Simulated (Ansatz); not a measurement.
# FH3Si: the cost of one run

Computed with Ansatz 0.2.0, Gaussian basis. Level: PBE0-D4/def2-TZVP structures, single points in def2-TZVPP, no counterpoise correction.

Levels: SPW92, PBE-D4, BLYP-D4, r2SCAN-D4, B97M-V, PBE0-D4, B3LYP-D4, r2SCAN0-D4, BHLYP-D4, CAM-B3LYP-D4, wB97X-V, wB97M-V, B2PLYP, PBE-QIDH, RPA on PBE, Hartree-Fock, MP2, CCSD, CCSD(T).

Correlated methods freeze the cores. B3LYP uses VWN-RPA correlation. B2PLYP carries no dispersion term here.

113 further runs of the same task are left out: 113 set aside as unsound or not needed.

## (1) The system as given

The complex: 9 atoms, charge 0, spin multiplicity 1.

Atoms are counted from 1 here; the program's logs count them from 0.

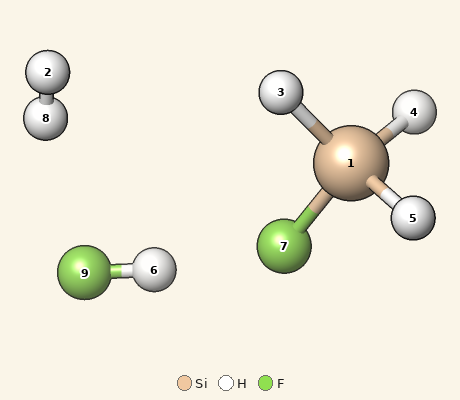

Start geometry, drawn with silicon light orange, hydrogen white, fluorine green; atoms are numbered from 1 in the order of the file.

As a file:

| atom | x (Å) | y (Å) | z (Å) |
| --- | --- | --- | --- |
| Si1 | -1.15514 | 0.00699 | -1.12812 |
| H2 | 0.81874 | -1.56249 | 2.32135 |
| H3 | -1.10989 | -1.01204 | -0.05853 |
| H4 | -0.97256 | -0.59695 | -2.46564 |
| H5 | -2.39317 | 0.81320 | -1.06216 |
| H6 | 1.43721 | 1.16987 | 0.25827 |
| F7 | 0.08574 | 1.01893 | -0.88818 |
| H8 | 1.20317 | -0.95972 | 2.10318 |
| F9 | 2.08599 | 1.12232 | 0.91995 |

Its parts: SiH₃F holds atoms 1, 3, 4, 5, 7; H₂ holds atoms 2, 8; HF holds atoms 6, 9. Each part counts its atoms afresh in its own runs.

## (2) Relaxing SiH₃F alone

Contents of relax-a/in.yaml:

```yaml
crystal:
  periodic: [false, false, false]
  atoms:
    - {symbol: Si, position_ang: [-1.155139, 0.006990, -1.128122]}
    - {symbol: H, position_ang: [-1.109886, -1.012038, -0.058535]}
    - {symbol: H, position_ang: [-0.972557, -0.596948, -2.465641]}
    - {symbol: H, position_ang: [-2.393169, 0.813199, -1.062162]}
    - {symbol: F, position_ang: [0.085744, 1.018925, -0.888182]}
basis:
  gaussian: {orbitals: def2-TZVP}
hamiltonian: {xc: pbe0, dispersion: d4}
relax: {f_tol: 0.005, max_steps: 200}
```

The run is started by

```
> ansatz run in.yaml --threads 2 --pin off --events-out ev --progress --plain --max-ram 4352MiB
```

**Question.** How long does this run take on 2 threads of Intel Xeon Platinum 8259CL at 2.50GHz, shared host?

About 3.7 s.
